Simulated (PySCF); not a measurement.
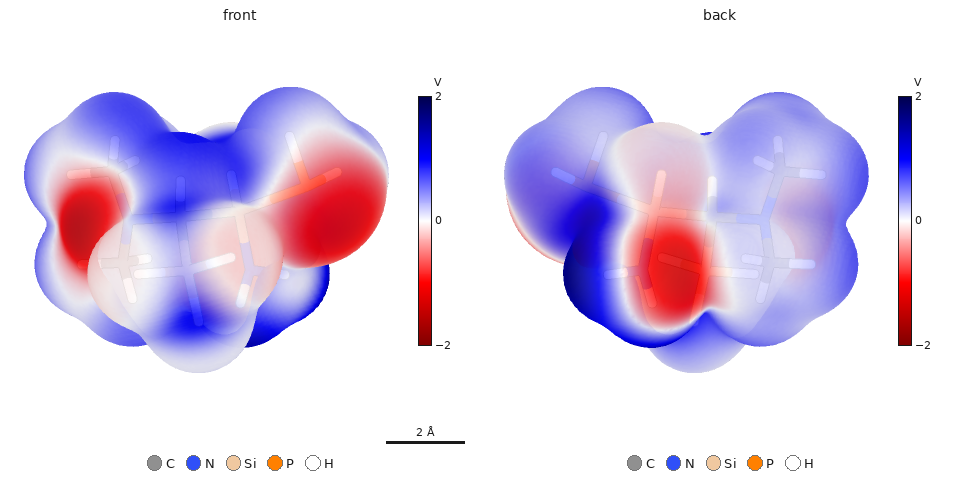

Figure. C3H15N2PSi2. The electrostatic potential painted on the density surface at 0.002 e/bohr³, seen from the front and from behind; red is negative and blue positive.

Geometry: GFN2-xTB.

All numbers below come from PBE0/pcSseg-1, SCF density, gas phase, non-relativistic (PySCF 2.14.0).

| atom | x (Å) | y (Å) | z (Å) |
| --- | --- | --- | --- |
| C | 1.7301 | 1.7578 | 0.1769 |
| N | 1.4195 | 0.4784 | -0.4193 |
| C | 1.9913 | -0.6043 | 0.3453 |
| C | 0.0001 | 0.3083 | -0.6971 |
| Si | -0.2256 | -1.0188 | -2.0613 |
| Si | -1.1703 | 0.0890 | 0.8158 |
| N | -0.9826 | -1.4817 | 1.5176 |
| P | -3.2606 | 0.4118 | 0.0228 |
| H | 1.3175 | 1.8694 | 1.1905 |
| H | 1.3331 | 2.5547 | -0.4510 |
| H | 2.8134 | 1.8699 | 0.2293 |
| H | 1.8083 | -1.5444 | -0.1703 |
| H | 1.5764 | -0.6731 | 1.3611 |
| H | 3.0689 | -0.4532 | 0.4135 |
| H | -0.3193 | 1.2429 | -1.1764 |
| H | -1.5576 | -0.8740 | -2.6490 |
| H | 0.8234 | -0.8152 | -3.0578 |
| H | -0.1136 | -2.3854 | -1.5284 |
| H | -0.9077 | 0.9968 | 1.9471 |
| H | -1.7027 | -1.8046 | 2.1453 |
| H | -0.7021 | -2.2413 | 0.9185 |
| H | -3.1254 | 1.7774 | -0.1388 |
| H | -3.8193 | 0.5665 | 1.2757 |

Which sites attract a positive test charge, and which a negative one?

Answer. A positive charge is drawn to the negative regions and a negative charge to the positive ones. The most negative region (about −1.4 V, or −32 kcal/mol for a unit charge) lies over N2, the most positive (about +1.6 V, or +37 kcal/mol for a unit charge) over H20. N2 is the likeliest acceptor of a hydrogen bond.
